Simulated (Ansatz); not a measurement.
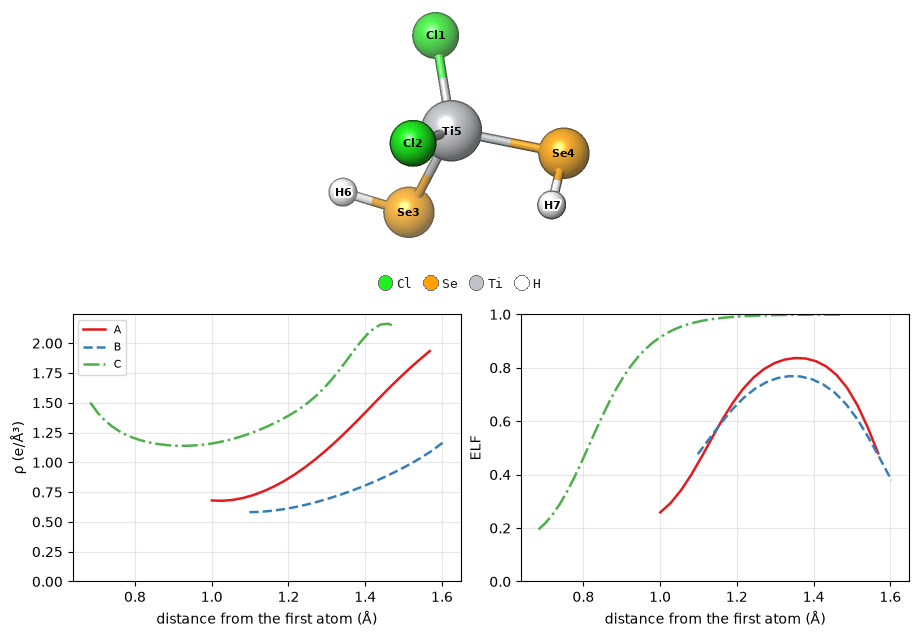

Figure. Cl$_{2}$H$_{2}$Se$_{2}$Ti. Total electron density and ELF along straight lines between neighbouring atoms. The curves leave out the atomic cores. The structure is drawn too.

Geometry: PBE0-D4/def2-SVP.

Computed with Ansatz 0.2.0, isolated molecule in a Gaussian basis; Kohn-Sham density functional theory, functional PBE0.

Input

```
basis:
  gaussian: {orbitals: def2-SVPD}
crystal:
  periodic: [false, false, false]
  atoms:
    - {symbol: Cl, position_ang: [1.364035, 0.861386, 1.995898]}
    - {symbol: Cl, position_ang: [0.136122, -2.204716, 0.471004]}
    - {symbol: Se, position_ang: [-1.787795, 0.949557, -0.029343]}
    - {symbol: Se, position_ang: [1.484527, 0.611888, -1.662968]}
    - {symbol: Ti, position_ang: [0.349620, -0.048638, 0.315862]}
    - {symbol: H, position_ang: [-2.273866, 0.271679, 1.192413]}
    - {symbol: H, position_ang: [0.788558, -0.509055, -2.328565]}
output: {forces: true, orbitals: {seedname: orbitals}}
hamiltonian: {xc: {name: PBE0}}
```

Run with:

```sh
ansatz run input.yaml --threads 2 --pin off --max-ram 6090MiB --events-out events.jsonl --progress --plain --runs-dir runs
```

Q: Which curve belongs to which contact (Se–H, Ti–Cl and Ti–Se)? The first atom named is at distance zero.

A: Curve A: Ti–Cl (2.16 Å): ρ at the midpoint is about 0.7 e/Å³; the ELF peaks at about 0.85 in the valence shell of Cl, 0.8 Å from its nucleus, and is about 0.40 at the midpoint. Curve B: Ti–Se (2.37 Å): ρ at the midpoint is about 0.61 e/Å³; the ELF peaks at about 0.75 in the valence shell of Se, 1.0 Å from its nucleus, and is about 0.65 at the midpoint. Curve C: Se–H (1.48 Å): the density is about 1.3 e/Å³ at the midpoint; the ELF climbs to about 1 towards the hydrogen, as it does in any bond to H.
